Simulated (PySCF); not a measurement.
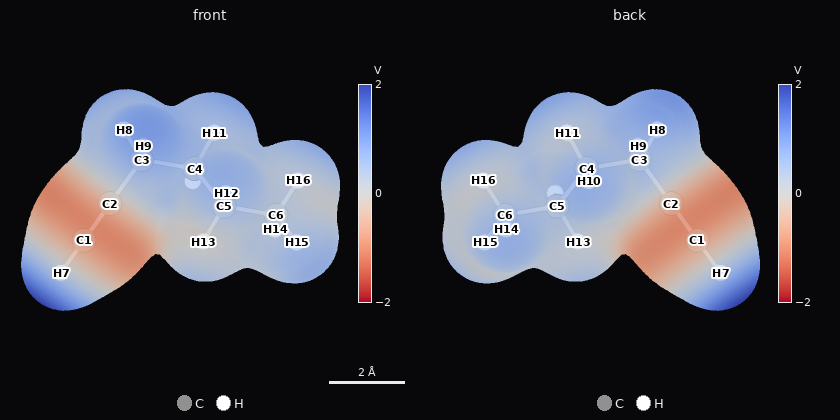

*C6H10 (SMILES C#CCCCC). The molecular electrostatic potential painted on the density surface at 0.004 e/bohr³, seen from the front and from behind; the colour scale runs from red (negative) to blue (positive).*

Geometry: PBE0-D3(BJ)/def2-SVP.

The calculation used PBE0/pcSseg-1, SCF density, gas phase, non-relativistic in PySCF.

The calculation's input:

```
{"job": {"xc": "PBE0", "basis": "pcSseg-1", "kind": "nmr", "pop": true}, "charge": 0, "multiplicity": 1}
C     -3.088685     0.373512     0.395364
C     -2.171646     0.172262    -0.370370
C     -1.056086    -0.080402    -1.275069
C      0.244955    -0.460261    -0.561262
C      0.798978     0.638301     0.334219
C      2.079440     0.237124     1.048318
H     -3.905979     0.552829     1.068680
H     -1.344958    -0.882771    -1.974794
H     -0.890224     0.818687    -1.894795
H      0.073324    -1.372812     0.035153
H      0.992993    -0.727421    -1.327407
H      0.978046     1.543181    -0.273806
H      0.029758     0.920119     1.073275
H      1.917773    -0.642325     1.692431
H      2.458454     1.049777     1.686281
H      2.876257    -0.022366     0.332369
```

Run with:

```sh
OMP_NUM_THREADS=1 python ens_run.py task.json out
```

> Where is the surface potential most negative and most positive?

The most negative region (about −1.0 V) lies over C1 and C2, the most positive (about +1.9 V) over H7.

> What dipole moment does the calculation give?

Its dipole moment is 0.72 D.
